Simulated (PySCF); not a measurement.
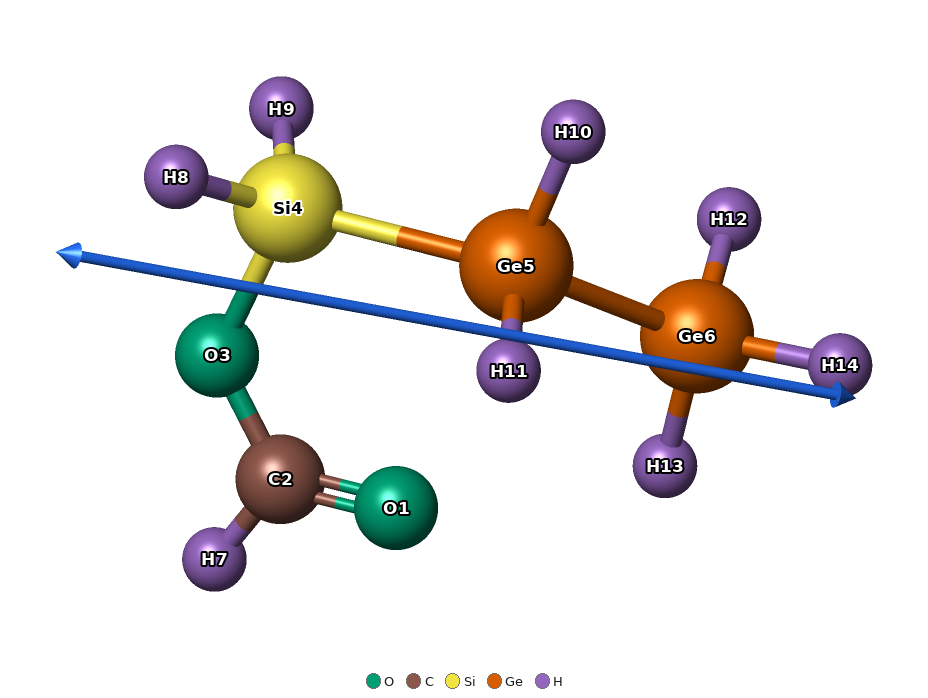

The double arrow shows the direction of the transition dipole to excited singlet state 3 (its length means nothing). Computed geometry: GFN2-xTB optimisation. No frequency run is at hand to confirm it as a minimum. Method: TDDFT CAM-B3LYP/def2-SVPD, vertical, gas phase, core orbitals frozen in the response (PySCF 2.14.0).

Give its energy, strength and character.

6.91 eV (179 nm), oscillator strength 0.16, mainly HOMO → LUMO (weight 0.82); transition dipole 2.47 D.

The geometry is semi-empirical. Around Ge, Si such bond lengths and angles can be off by a tenth of an ångström or more and by several degrees, and values that hang on the shape move with them.
